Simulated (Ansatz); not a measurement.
Input

```
crystal:
  periodic: [false, false, false]
  atoms:
    - { symbol: "N", position_ang: [-1.7489, 0.2767, 1.8241] }
    - { symbol: C, position_ang: [-1.0694, 0.6473, 0.8004] }
    - { symbol: C, position_ang: [-0.2407, -0.3664, 0.1484] }
    - { symbol: F, position_ang: [-0.2949, -1.6564, 0.6461] }
    - { symbol: C, position_ang: [0.1207, -0.2902, -1.3077] }
    - { symbol: Si, position_ang: [1.536, 0.1796, -0.1397] }
    - { symbol: H, position_ang: [-1.6435, -0.6799, 2.0143] }
    - { symbol: H, position_ang: [-1.0427, 1.6991, 0.4036] }
    - { symbol: H, position_ang: [-0.2553, 0.5623, -1.8297] }
    - { symbol: H, position_ang: [0.2669, -1.2062, -1.8075] }
    - { symbol: H, position_ang: [1.8202, 1.6013, -0.3451] }
    - { symbol: H, position_ang: [2.6286, -0.8223, -0.3732] }
basis:
  gaussian: { orbitals: "6-31G" }
hamiltonian:
  xc: hf
relax:
  f_tol: 0.02
  max_steps: 40
scf:
  lower_state_search: "off"
output:
  orbitals: {}
```

Launched as:

```sh
ansatz run input.yaml --threads 1 --pin off --max-ram 2048MiB --backend cpu --events-out ev --progress --plain --runs-dir out
```

The fields are those of the relaxed geometry.

Theory: Ansatz 0.2.0, RHF/6-31G.

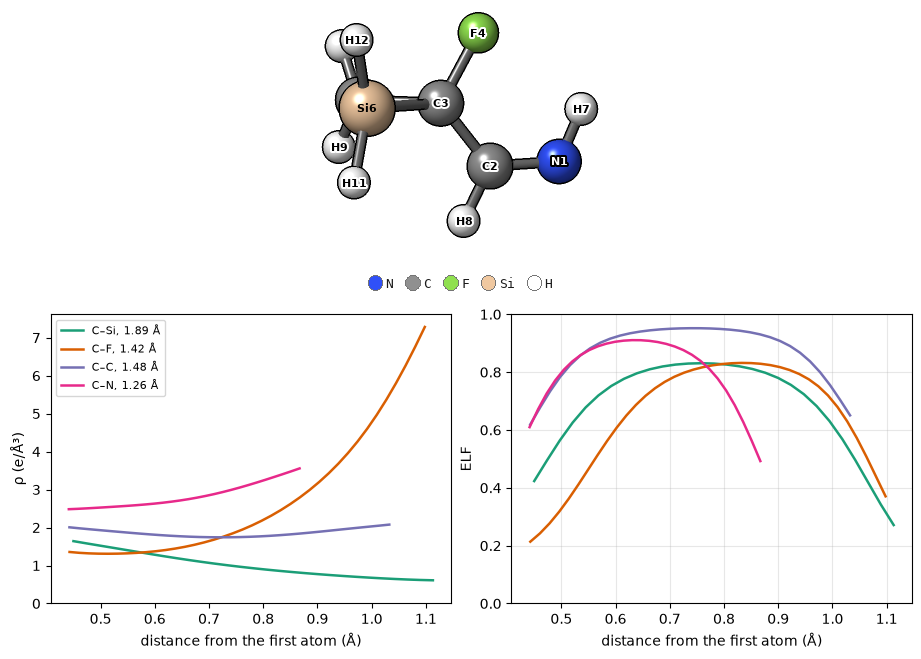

C$_{3}$H$_{6}$FNSi. Total electron density and ELF along straight lines between neighbouring atoms. The curves leave out the atomic cores. The structure is drawn too.

What can be read from the curves?

Answer. C–Si (1.89 Å): ρ is about 0.72 e/Å³ halfway; the ELF peaks at about 0.85 between the atoms: a shared electron pair.
C–F (1.42 Å): the density is about 1.7 e/Å³ at the midpoint, with its minimum of 1.3 e/Å³ about 0.5 Å from C; the ELF peaks at about 0.85 between the atoms: a shared but strongly polarised pair.
C–C (1.48 Å): the density is about 1.7 e/Å³ at the midpoint; the ELF peaks at about 0.95 between the atoms: a covalent bond.
C–N (1.26 Å): the density is about 2.7 e/Å³ at the midpoint; the ELF peaks at about 0.90 between the atoms; a multiple bond.
